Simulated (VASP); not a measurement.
Band structure of SnC (relaxed from the CsCl type structure, space group Pm-3m). Level of theory: PBEsol GGA, VASP's PBE PAW potentials (set 64) (plane waves; VASP 6.6.1).

Unless said otherwise, spin-orbit coupling is left out, though it shifts the bands of the heavy elements here.

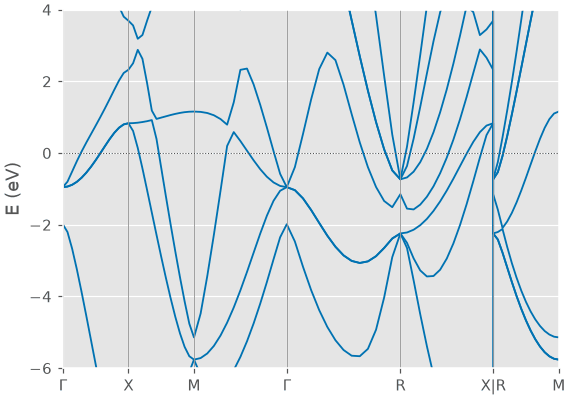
Figure. Bands along high-symmetry lines, zero at the valence-band maximum or, without a gap, the Fermi level

**Question.** Read the plot: is there a gap, and where are the band edges?

**Answer.** It has no gap at this level: it comes out as a metal or semimetal. (Edges off the drawn lines would not show.)

The structure was generated: SnC was put into the CsCl type type (Pm-3m), which need not be its known phase. It was relaxed first, which changed the volume by +31 %. VASP warned that the highest band is occupied, so more bands are needed.
